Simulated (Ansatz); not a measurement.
```xyz
9

N    -0.1946    1.3382   -0.8055
Si    0.5556   -0.0090   -0.0993
F     1.4843   -0.8566   -1.1002
P    -1.0651   -1.4225    0.5273
H    -0.9692    1.2472   -1.4419
H     0.2834    2.2174   -0.9133
H     1.4659    0.4972    0.9537
H    -0.1596   -2.3377    1.1255
H    -1.3121   -0.7206    1.7368
```

Geometry: PBE0-D4/def2-TZVP.

Method: RKS PBE0-D4/def2-TZVPP (Ansatz 0.2.0).

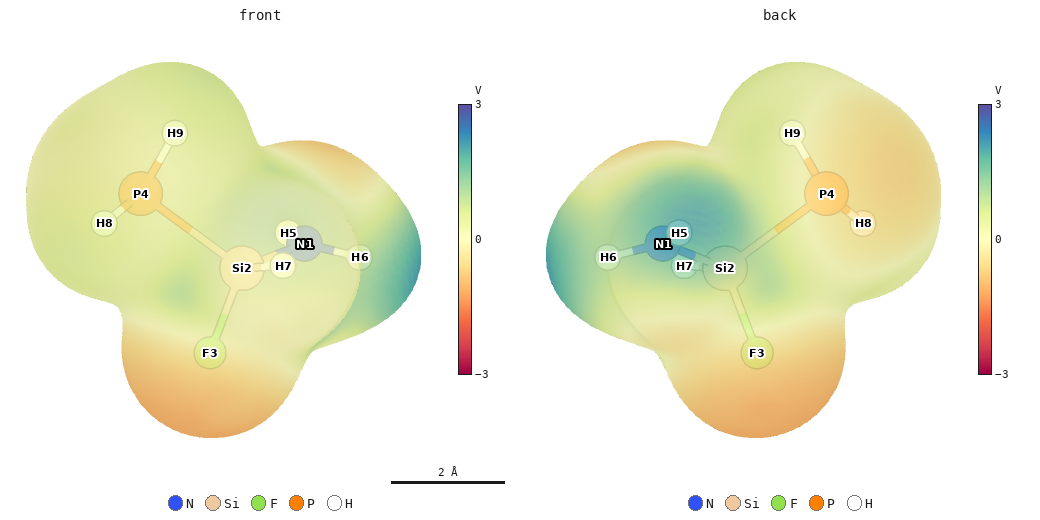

FH5NPSi. The molecular electrostatic potential painted on the density surface at 0.002 e/bohr³, seen from the front and from behind; the colour scale runs from red (negative) to blue (positive).

### Describe the electrostatic potential map.

The most negative region (about −1.1 V) lies over F3, the most positive (about +2.1 V) over H5 and H6.
